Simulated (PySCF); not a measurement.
# singlet [SiF3]−: levels of theory compared

Aim: a comparison of 6 runs (HF/STO-3G, B3LYP/6-31G*, B2PLYP/aug-cc-pVDZ, B3LYP/aug-cc-pVDZ, CAM-B3LYP/aug-cc-pVDZ, wB97M-V/aug-cc-pVDZ) of singlet [SiF3]−. Input form: a Python script.

Program for the calculation: PySCF 2.14.0.

1 further run of the same task is left out (set aside as unsound or not needed).

### Step 1. The system as given

The species is [SiF3]− (4 atoms), meant as a singlet with charge -1. SMILES of the parent species: `F[Si](F)F`. Geometry: relaxed at GFN2-xTB. That shape belongs to the parent species and isn't relaxed for this state.

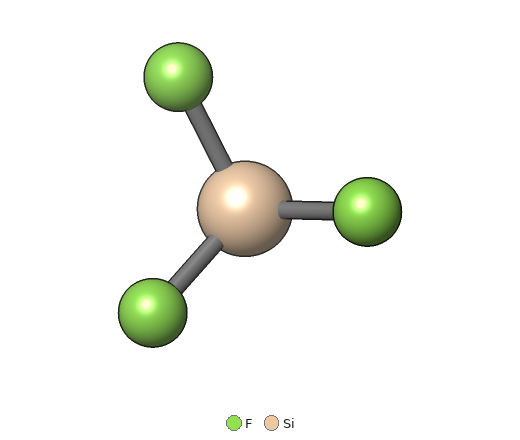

The structure, seen from a chosen angle (fluorine green, silicon light orange).

### Step 2. A single-point energy at HF/STO-3G (run 1)

Input file mol.xyz:

```xyz
4

F      0.787890    -0.508980     1.119030
Si    -0.325240     0.244050     0.268860
F     -0.962750    -0.889100    -0.646850
F      0.500100     1.154030    -0.741040
```

Input file calc.py:

```python
from pyscf import gto, scf

system = gto.Mole()
system.atom = 'mol.xyz'
system.charge = -1
system.max_memory = 1860
system.basis = 'sto-3g'
system.verbose = 4
system.spin = 0
system.build()

mf = scf.RHF(system)
mf.conv_tol = 1e-10
mf.kernel()
if not mf.converged:
    mf = mf.newton().run(mf.mo_coeff, mf.mo_occ)

e_tot = mf.e_tot
print('Final energy', e_tot)
```

Launch:

```
OMP_NUM_THREADS=1 python calc.py
```

The program printed:

```text
PySCF version 2.14.0

[INPUT] num. atoms = 4
[INPUT] num. electrons = 42
[INPUT] charge = -1
[INPUT] spin (= nelec alpha-beta = 2S) = 0
[INPUT] symmetry False subgroup None
[INPUT] Mole.unit = angstrom
[INPUT] Symbol           X                Y                Z      unit          X                Y                Z       unit  Magmom
[INPUT]  1 F      0.787890000000  -0.508980000000   1.119030000000 AA    1.488896316284  -0.961832802881   2.114660225172 Bohr   0.0
[INPUT]  2 Si    -0.325240000000   0.244050000000   0.268860000000 AA   -0.614614524754   0.461187660700   0.508071765851 Bohr   0.0
[INPUT]  3 F     -0.962750000000  -0.889100000000  -0.646850000000 AA   -1.819333826425  -1.680155497351  -1.222369343675 Bohr   0.0
[INPUT]  4 F      0.500100000000   1.154030000000  -0.741040000000 AA    0.945052034895   2.180800639532  -1.400362647348 Bohr   0.0

nuclear repulsion = 176.933543010771
number of shells = 14
number of NR pGTOs = 72
number of NR cGTOs = 24
basis = sto-3g
ecp = {}

******** <class 'pyscf.scf.hf.RHF'> ********
method = RHF
initial guess = minao
damping factor = 0
level_shift factor = 0
DIIS = <class 'pyscf.scf.diis.CDIIS'>
diis_start_cycle = 1
diis_space = 8
diis_damp = 0
SCF conv_tol = 1e-10
SCF conv_tol_grad = None
SCF max_cycles = 50
direct_scf = True
direct_scf_tol = 1e-13
Set gradient conv threshold to 1e-05
Initial guess from minao.
init E= -579.657622144906
  HOMO = -0.185274537728785  LUMO = 0.321103647819329  gap/eV = 13.77925
cycle= 1 E= -579.477110973887  delta_E= 0.181  |g|= 0.386  |ddm|= 2.56
  HOMO = 0.140011431563186  LUMO = 0.869165747116346  gap/eV = 19.84130
cycle= 2 E= -579.55612517721  delta_E= -0.079  |g|= 0.0739  |ddm|= 0.849
  HOMO = 0.15801452835948  LUMO = 0.898887023753945  gap/eV = 20.16017
cycle= 3 E= -579.560047846969  delta_E= -0.00392  |g|= 0.0278  |ddm|= 0.199
  HOMO = 0.157925799814837  LUMO = 0.902219846837957  gap/eV = 20.25327
cycle= 4 E= -579.560830013975  delta_E= -0.000782  |g|= 0.00272  |ddm|= 0.129
  HOMO = 0.158456443648495  LUMO = 0.902421739391817  gap/eV = 20.24433
cycle= 5 E= -579.560836864849  delta_E= -6.85e-06  |g|= 0.000441  |ddm|= 0.0121
  HOMO = 0.158454373211593  LUMO = 0.902428694830127  gap/eV = 20.24457
cycle= 6 E= -579.560837015998  delta_E= -1.51e-07  |g|= 6.32e-05  |ddm|= 0.00131
  HOMO = 0.158480464471508  LUMO = 0.902430863714283  gap/eV = 20.24392
cycle= 7 E= -579.560837018902  delta_E= -2.9e-09  |g|= 4.29e-06  |ddm|= 0.000195
  HOMO = 0.158478177819756  LUMO = 0.902431675661907  gap/eV = 20.24401
cycle= 8 E= -579.560837018914  delta_E= -1.22e-11  |g|= 8.28e-07  |ddm|= 1.16e-05
  HOMO = 0.158478372994523  LUMO = 0.902431577890325  gap/eV = 20.24400
Extra cycle  E= -579.560837018914  delta_E= -1.14e-13  |g|= 2.84e-07  |ddm|= 2.11e-06
converged SCF energy = -579.560837018914
Final energy -579.5608370189142
```

Run time: 0.69 s. Hardware: 1 thread of Arm Neoverse V1, shared host; peak memory 0.099 GiB.

### Step 3. The energy at B3LYP/6-31G(d) (spherical functions) (run 2)

Input file input.xyz:

```xyz
4
F3Si
F      0.787890    -0.508980     1.119030
Si    -0.325240     0.244050     0.268860
F     -0.962750    -0.889100    -0.646850
F      0.500100     1.154030    -0.741040
```

Input file input.py:

```python
from pyscf import gto, dft

mol = gto.Mole()
mol.atom = 'input.xyz'
mol.basis = '6-31g*'
mol.verbose = 4
mol.max_memory = 1860
mol.charge = -1
mol.spin = 0
mol.build()

ks = dft.RKS(mol)
ks.xc = 'b3lyp'
ks.conv_tol = 1e-10
ks.grids.level = 5
ks.kernel()
if not ks.converged:
    ks = ks.newton().run(ks.mo_coeff, ks.mo_occ)

e_final = ks.e_tot
print('E(%s) = %.9f' % ('B3LYP', e_final))
```

Launch:

```
OMP_NUM_THREADS=1 python input.py
```

The program printed:

```text
PySCF version 2.14.0

[INPUT] num. atoms = 4
[INPUT] num. electrons = 42
[INPUT] charge = -1
[INPUT] spin (= nelec alpha-beta = 2S) = 0
[INPUT] symmetry False subgroup None
[INPUT] Mole.unit = angstrom
[INPUT] Symbol           X                Y                Z      unit          X                Y                Z       unit  Magmom
[INPUT]  1 F      0.787890000000  -0.508980000000   1.119030000000 AA    1.488896316284  -0.961832802881   2.114660225172 Bohr   0.0
[INPUT]  2 Si    -0.325240000000   0.244050000000   0.268860000000 AA   -0.614614524754   0.461187660700   0.508071765851 Bohr   0.0
[INPUT]  3 F     -0.962750000000  -0.889100000000  -0.646850000000 AA   -1.819333826425  -1.680155497351  -1.222369343675 Bohr   0.0
[INPUT]  4 F      0.500100000000   1.154030000000  -0.741040000000 AA    0.945052034895   2.180800639532  -1.400362647348 Bohr   0.0

nuclear repulsion = 176.933543010771
number of shells = 26
number of NR pGTOs = 132
number of NR cGTOs = 60
basis = 6-31g*
ecp = {}

******** <class 'pyscf.dft.rks.RKS'> ********
method = RKS
initial guess = minao
damping factor = 0
level_shift factor = 0
DIIS = <class 'pyscf.scf.diis.CDIIS'>
diis_start_cycle = 1
diis_space = 8
diis_damp = 0
SCF conv_tol = 1e-10
SCF conv_tol_grad = None
SCF max_cycles = 50
direct_scf = True
direct_scf_tol = 1e-13
XC library pyscf.dft.libxc version 7.0.0
    S. Lehtola, C. Steigemann, M. J.T. Oliveira, and M. A.L. Marques.,  SoftwareX 7, 1–5 (2018)
XC functionals = b3lyp
    P. J. Stephens, F. J. Devlin, C. F. Chabalowski, and M. J. Frisch.,  J. Phys. Chem. 98, 11623 (1994)
radial grids:
    Treutler-Ahlrichs [JCP 102, 346 (1995); DOI:10.1063/1.469408] (M4) radial grids

becke partition: Becke, JCP 88, 2547 (1988); DOI:10.1063/1.454033
pruning grids: <function nwchem_prune>
grids dens level: 5
symmetrized grids: False
atomic radii adjust function: <function treutler_atomic_radii_adjust>
small_rho_cutoff = 0
Set gradient conv threshold to 1e-05
[... 1 set-up line as earlier in the session ...]
tot grids = 175192
init E= -589.433020632762
  HOMO = -0.214072768552644  LUMO = 0.0222573996907631  gap/eV = 6.43087
cycle= 1 E= -589.020557622535  delta_E= 0.412  |g|=    1  |ddm|= 2.14
  HOMO = 0.0941160665048666  LUMO = 0.318206489696415  gap/eV = 6.09781
cycle= 2 E= -588.865663809011  delta_E= 0.155  |g|= 1.44  |ddm|= 1.61
  HOMO = 0.0656602248424205  LUMO = 0.293593171828079  gap/eV = 6.20237
cycle= 3 E= -589.178242593994  delta_E= -0.313  |g|= 0.0434  |ddm|= 0.85
  HOMO = 0.0501687909883866  LUMO = 0.285957023405877  gap/eV = 6.41612
cycle= 4 E= -589.178767228953  delta_E= -0.000525  |g|= 0.0101  |ddm|= 0.112
  HOMO = 0.0523250408413323  LUMO = 0.287101256119748  gap/eV = 6.38859
cycle= 5 E= -589.178794288691  delta_E= -2.71e-05  |g|= 0.00104  |ddm|= 0.0205
  HOMO = 0.0524377287373463  LUMO = 0.287109918352697  gap/eV = 6.38576
cycle= 6 E= -589.178794517445  delta_E= -2.29e-07  |g|= 0.000146  |ddm|= 0.00101
  HOMO = 0.0524263118466917  LUMO = 0.287100133221859  gap/eV = 6.38580
cycle= 7 E= -589.178794521349  delta_E= -3.9e-09  |g|= 0.000104  |ddm|= 0.000264
  HOMO = 0.0524242938464496  LUMO = 0.287099413309519  gap/eV = 6.38584
cycle= 8 E= -589.178794522995  delta_E= -1.65e-09  |g|= 2.74e-05  |ddm|= 8.06e-05
  HOMO = 0.0524233614732945  LUMO = 0.287099069156122  gap/eV = 6.38585
cycle= 9 E= -589.178794523121  delta_E= -1.26e-10  |g|= 1.72e-06  |ddm|= 2.35e-05
  HOMO = 0.0524238251445754  LUMO = 0.287099322597898  gap/eV = 6.38585
cycle= 10 E= -589.17879452312  delta_E= 9.09e-13  |g|= 1.39e-07  |ddm|= 2.66e-06
  HOMO = 0.0524239078480728  LUMO = 0.287099368128982  gap/eV = 6.38584
Extra cycle  E= -589.178794523121  delta_E= -1.14e-12  |g|= 7.18e-08  |ddm|= 3.47e-07
converged SCF energy = -589.178794523121
E(B3LYP) = -589.178794523
```

Wall time 8.4 s (1 thread of Arm Neoverse V1, shared host); peak memory 0.32 GiB.

### Step 4. A single-point energy at B2PLYP/aug-cc-pVDZ (run 3)

Input file calc.py:

```python
from pyscf import gto, dft, mp

molecule = gto.M(
    atom='''
F      0.787890    -0.508980     1.119030
Si    -0.325240     0.244050     0.268860
F     -0.962750    -0.889100    -0.646850
F      0.500100     1.154030    -0.741040
''',
    verbose=3,
    max_memory=1860,
    spin=0,
    basis='aug-cc-pvdz',
    charge=-1,
)

myscf = dft.RKS(molecule, xc='0.53*HF + 0.47*B88, 0.73*LYP')
myscf.conv_tol = 1e-10
myscf.grids.level = 5
myscf.kernel()
if not myscf.converged:
    myscf = myscf.newton().run(myscf.mo_coeff, myscf.mo_occ)

pt = mp.MP2(myscf, frozen=8).run()
etot = myscf.e_tot + 0.27 * pt.e_corr
print('PT2 part  %.8f' % (0.27 * pt.e_corr))
print('E(%s) = %.9f' % ('B2PLYP', etot))
```

Launch:

```
OMP_NUM_THREADS=1 python calc.py
```

The program printed:

```text
converged SCF energy = -588.704397366968
E(RMP2) = -589.564541326022  E_corr = -0.860143959053743
E(SCS-RMP2) = -589.530082804707  E_corr = -0.825685437738505
PT2 part  -0.23223887
E(B2PLYP) = -588.936636236
```

Run time: 22 s. Hardware: 1 thread of Arm Neoverse V1, shared host; peak memory 0.48 GiB.

Runs 4 to 5 aren't shown in full; the table further down has their settings and results.

### Step 5. The energy at wB97M-V/aug-cc-pVDZ (run 6)

Input file calc.py:

```python
from pyscf import gto, dft

molecule = gto.Mole()
molecule.atom = [
    ('F', (0.787890, -0.508980, 1.119030)),
    ('Si', (-0.325240, 0.244050, 0.268860)),
    ('F', (-0.962750, -0.889100, -0.646850)),
    ('F', (0.500100, 1.154030, -0.741040)),
]
molecule.verbose = 3
molecule.max_memory = 1860
molecule.charge = -1
molecule.basis = 'aug-cc-pvdz'
molecule.build()

mf = dft.RKS(molecule)
mf.xc = 'wb97m-v'
mf.conv_tol = 1e-10
mf.grids.level = 5
mf.nlcgrids.level = 1
mf.kernel()
if not mf.converged:
    mf = mf.newton().run(mf.mo_coeff, mf.mo_occ)

etot = mf.e_tot
print('E(%s) = %.9f' % ('WB97M-V', etot))
```

Launch:

```
OMP_NUM_THREADS=1 python calc.py
```

The program printed:

```text
converged SCF energy = -589.175417231516
E(WB97M-V) = -589.175417232
```

Run time: 91 s. Hardware: 1 thread of Arm Neoverse V1, shared host; peak memory 0.53 GiB.

### Step 6. Overview of the runs

```tsv
run	level	integration grid	frozen core orbitals	energy (Eh)	HOMO energy (eV)	LUMO energy (eV)	HOMO–LUMO gap (eV)	wall time
1	HF/STO-3G	–	–	-579.560837	4.31	24.56	20.24	0.69 s
2	B3LYP/6-31G* (spherical functions)	5	–	-589.178795	1.43	7.81	6.39	8.4 s
3	B2PLYP/aug-cc-pVDZ	5	8	-588.936636	-0.73	4.43	5.16	22 s
4	B3LYP/aug-cc-pVDZ	5	–	-589.270288	0.20	3.89	3.70	15 s
5	CAM-B3LYP/aug-cc-pVDZ	5	–	-589.198068	-1.18	4.44	5.62	24 s
6	wB97M-V/aug-cc-pVDZ	5	–	-589.175417	-1.96	4.53	6.49	91 s
```

### Step 7. What came out

| quantity | value |
| --- | --- |
| run 6: total energy | -589.17542 Eh |
| run 6: HOMO energy | -1.96 eV |
| run 6: LUMO energy | 4.53 eV |
| run 6: HOMO–LUMO gap (to an unbound level, set by the basis) | 6.49 eV |

The HOMO–LUMO gap runs from 3.70 eV (B3LYP/aug-cc-pVDZ) to 20.24 eV (HF/STO-3G). The two ends differ in method and basis. The empty levels of an anion lie above zero and hang on the basis. Totals of different functionals can't be ranked against each other. In runs 1, 2, 4 the HOMO lies above zero, so the outermost electron may be held by the basis alone. In run 1 the basis is minimal, so the values are rough. All runs together took 2.7 min, the longest 91 s.
